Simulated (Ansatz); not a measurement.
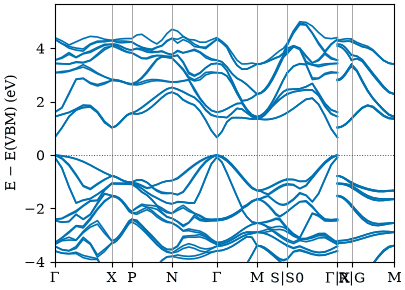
Band structure from the program Ansatz at the PBE with spin–orbit coupling level (PAW)

Task: Read off the gap and where the band edges lie.

Result: About 0.7 eV (0.66 eV by a search for the band edges); maximum at Γ, minimum at Γ.

The material is ZnSnP₂ (chalcopyrite, space group No. 122).

Space group I-42d (chalcopyrite). The cell was relaxed with PBE under the symmetry of its start.

Potentials: the later of the program's two PAW sets.
